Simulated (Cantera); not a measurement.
Input: 1 mol CO2, a varied amount of H2, equilibrated at 1873 K and 0.0133 bar.

These are equilibrium values from Cantera (NASA tables, ideal gas, pure condensed phases), not measurements of a reactor. Candidate condensed phases: C, C6H6, C7H8, C8H18, H2O; 110 gas species. Kinetics and transport are ignored.

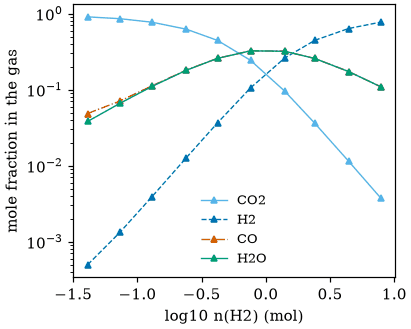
*Equilibrium gas composition (values under 1e-9 drawn at 1e-9)*

From 0.041 mol H2 to 7.8 mol H2 nothing is condensed. The main C-bearing gas is CO2 at 0.041 mol H2 and CO at 7.8 mol H2.
